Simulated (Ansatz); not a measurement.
# CH$_{6}$FNO$_{2}$Si: what the fields show

Input

```
crystal:
  periodic: [false, false, false]
  atoms:
    - { symbol: O, position_ang: [-1.1782, -1.1833, -0.8314] }
    - { symbol: C, position_ang: [-0.6406, -0.7895, 0.3657] }
    - { symbol: O, position_ang: [0.3792, -1.6464, 0.6471] }
    - { symbol: F, position_ang: [-1.4899, -1.0097, 1.3164] }
    - { symbol: "N", position_ang: [-0.2942, 0.575, 0.4105] }
    - { symbol: Si, position_ang: [0.9748, 1.3663, -0.3549] }
    - { symbol: H, position_ang: [-0.4875, -0.9951, -1.4779] }
    - { symbol: H, position_ang: [0.0386, -2.1895, 1.3328] }
    - { symbol: H, position_ang: [-1.1584, 1.0996, 0.3157] }
    - { symbol: H, position_ang: [0.8078, 2.8072, -0.1306] }
    - { symbol: H, position_ang: [0.8411, 1.02, -1.7698] }
    - { symbol: H, position_ang: [2.2844, 0.8901, 0.2103] }
basis:
  gaussian: { orbitals: "6-31G" }
hamiltonian:
  xc: pbe
  dispersion: d4
relax:
  f_tol: 0.015
  max_steps: 40
output:
  orbitals: {}
```

Run with:

```sh
ansatz run input.yaml --threads 1 --pin off --max-ram 2048MiB --backend cpu --events-out ev --progress --plain --runs-dir out
```

The fields are those of the relaxed geometry.

The calculation used Ansatz, RKS PBE-D4/6-31G.

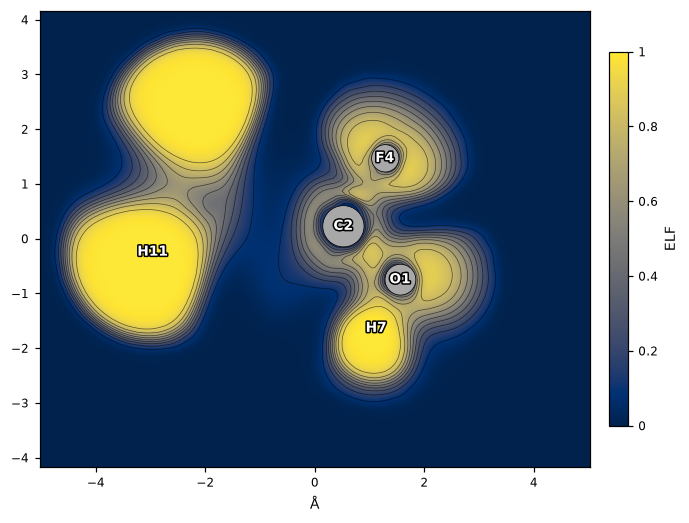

Figure 1. Electron localisation function on the plane of atoms O1, C2 and F4. Grey discs cover the atomic cores.

### Describe what can be read from this map.

- The section cuts through O, C, F and H sites.
- C–O (1.43 Å): the ELF peaks at about 0.85 between the atoms; a shared but strongly polarised pair.
- C–F (1.46 Å): the ELF peaks at about 0.80 between the atoms: a shared but strongly polarised pair.
- O–H (0.99 Å): the ELF climbs to about 1 towards the hydrogen, as it does in any bond to H; a covalent bond by its length.
- The ELF also peaks beside O1 and F4, away from the bonds: lone-pair regions.

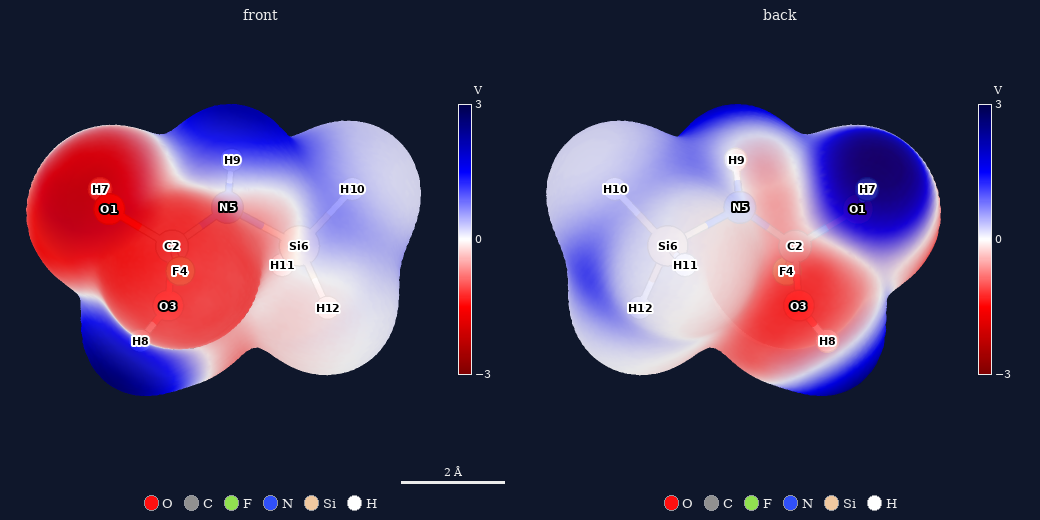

Figure 2. The electrostatic potential painted on the density surface at 0.002 e/bohr³, seen from the front and from behind; red is negative and blue positive.

### Describe the electrostatic potential map.

The most negative region (about −1.8 V) lies over O1, the most positive (about +2.6 V) over H7 and H8. O1 is the likeliest acceptor of a hydrogen bond.

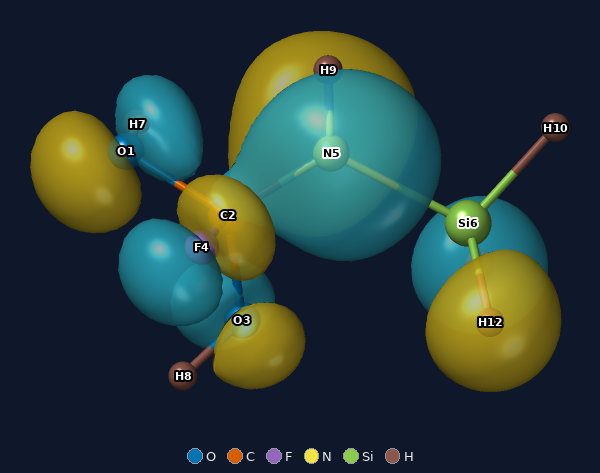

Figure 3. The HOMO at ±0.08 Å⁻³ᐟ² (yellow and cyan are the two phases), seen across its widest extent.

### Where does this orbital lie, and at what energy?

By Hirshfeld shares it lies mainly on N5 (about 55 %), F4 (about 10 %) and O1 (about 10 %); largely a combination of lone pairs on N5, F4 and O1. Its energy is −6.04 eV.
